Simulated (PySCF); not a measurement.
Input file:

```
{"job": {"kind": "uv", "xc": "CAM-B3LYP", "basis": "def2-SVPD", "nstates": 8, "ntriplets": 3}, "charge": 0, "multiplicity": 1}
C     -2.917935     0.770775    -0.508131
S     -1.743622    -0.614831    -0.504086
C     -0.305169     0.219818     0.063777
C      0.910932    -0.321951     0.142190
C      1.237195    -1.730990    -0.245203
Ga     2.326761     0.916396     0.852583
Br     4.528123     0.341709     1.044166
H     -3.876673     0.364854    -0.814856
H     -2.995406     1.185787     0.492997
H     -2.589921     1.525420    -1.217732
H     -0.488211     1.246660     0.366358
H      2.264299    -1.802579    -0.618265
H      0.548021    -2.086095    -1.012091
H      1.150355    -2.390145     0.621932
H      1.946838     2.383161     1.314449
```

Command:

```sh
OMP_NUM_THREADS=1 python probes_run.py task.json out
```

Geometry: GFN2-xTB.

All numbers below come from PySCF, CAM-B3LYP/def2-SVPD, SCF density, gas phase.

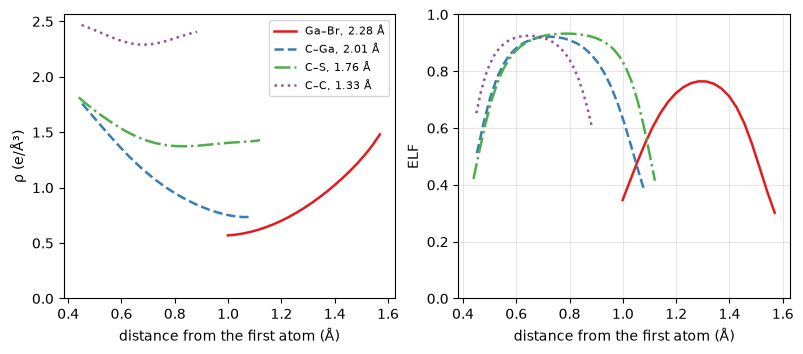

C₄H₈BrGaS (SMILES CS/C=[C](\C)[GaH][Br]). Electron density and ELF along straight lines between neighbouring atoms. The curves leave out the atomic cores.

> What can be read from the curves?

Ga–Br (2.28 Å): ρ is about 0.64 e/Å³ halfway; the ELF peaks at about 0.75 in the valence shell of Br, 1.0 Å from its nucleus, and is about 0.65 at the midpoint.
C–Ga (2.01 Å): ρ at the midpoint is about 0.75 e/Å³; the ELF peaks at about 0.90 in the valence shell of C, 0.7 Å from its nucleus, and is about 0.60 at the midpoint.
C–S (1.76 Å): ρ at the midpoint is about 1.4 e/Å³; the ELF peaks at about 0.95 between the atoms; a covalent bond.
C–C (1.33 Å): the density is about 2.3 e/Å³ at the midpoint; the ELF peaks at about 0.95 between the atoms: a multiple bond.
